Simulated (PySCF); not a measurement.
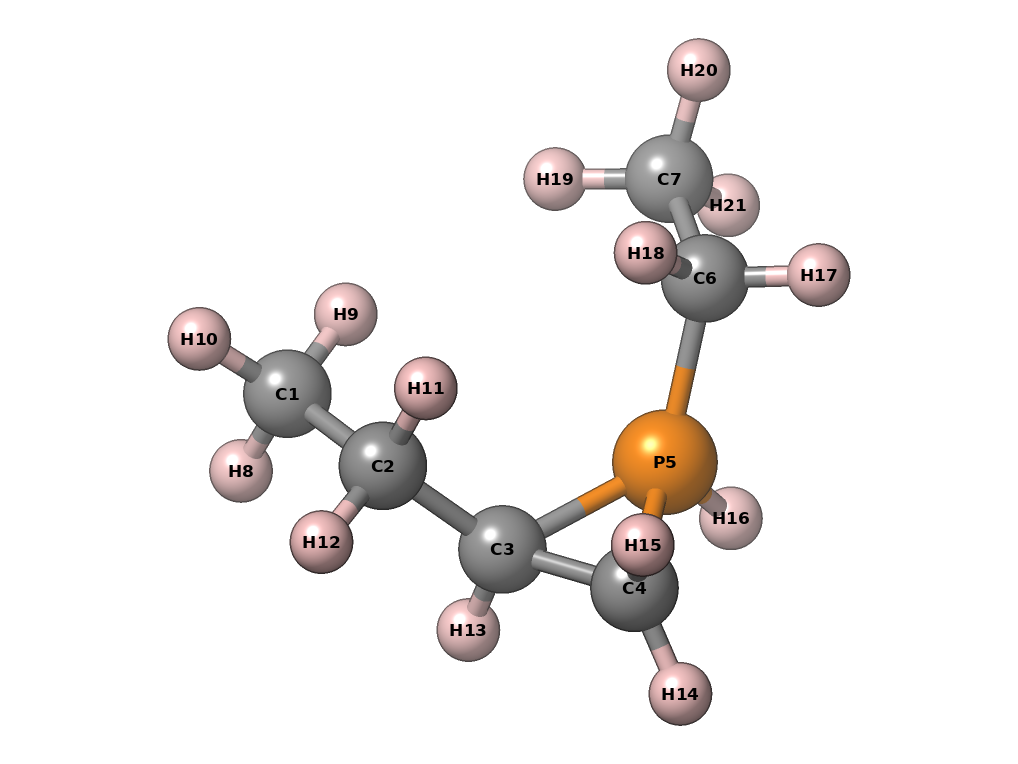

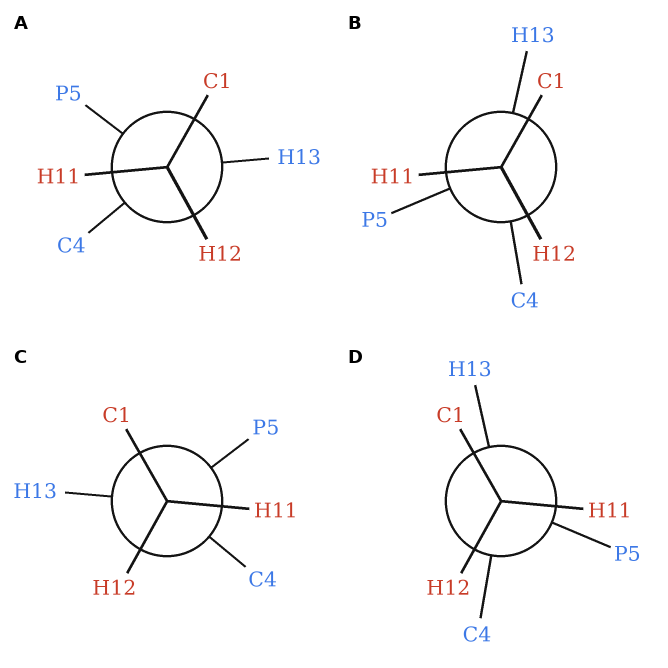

Distant atoms are faded towards the background colour. Bonds that would overlap in a projection are set slightly apart. State: charge +1, singlet. The computed structure is the end point of a PBE0-D3(BJ)/def2-SVP optimisation. No frequency run is at hand to confirm it as a minimum.

> Which Newman projection shows the view along C2–C3, with C2 in front?

C. The torsion angle C1–C2–C3–P5 is 83°, about perpendicular.
